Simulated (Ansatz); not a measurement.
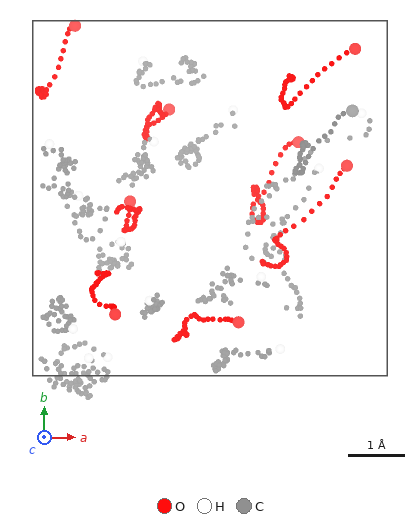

First-principles dynamics of a periodic cell with 6 H2O + 1 HCOOH at 0.957 g/cm³, 200 fs long. It starts from the last geometry of an earlier run, with fresh velocities. Dots mark each atom's position at evenly spaced times, in the colour of its element; spheres stand at the starting positions. Seen along the c axis in the simulation cell.

All numbers below come from DFT PBE-D3(BJ), scalar-relativistic, plane waves, PAW (Ansatz). Run with plane-wave cutoff 420 eV; k-point mesh 1 × 1 × 1; Fermi-Dirac smearing 0.05 eV; low-accuracy preset; Langevin thermostat and barostat (NPT); set temperature 350 K; time step 0.5 fs; friction 0.02 per fs; target pressure 10 GPa.

How do the atoms move?

Answer. In the second half of the run the atoms are, in the root-mean-square, this far from where they began (common drift taken out): H 1.00 Å, O 0.80 Å, C 0.30 Å. The heavy atoms stay within a fraction of a molecule's size of their starting places; so short a run doesn't tell a liquid from a solid. Bond changes: 3 H–O bonds form between 36 fs and 71 fs; 4 H–O bonds break between 65 fs and 115 fs. The mean temperature in the second half is 419 K (standard deviation 53 K). The potential energy in the second half lies on average 55.9 meV per atom above the first frame. The mean pressure there is 8.2 GPa. The volume ends −46.0 % from the start.

Limits of the set-up: the program's low-accuracy preset was used; the periodic images lie only 6.4 Å apart, so the values are limited by the cell's size.
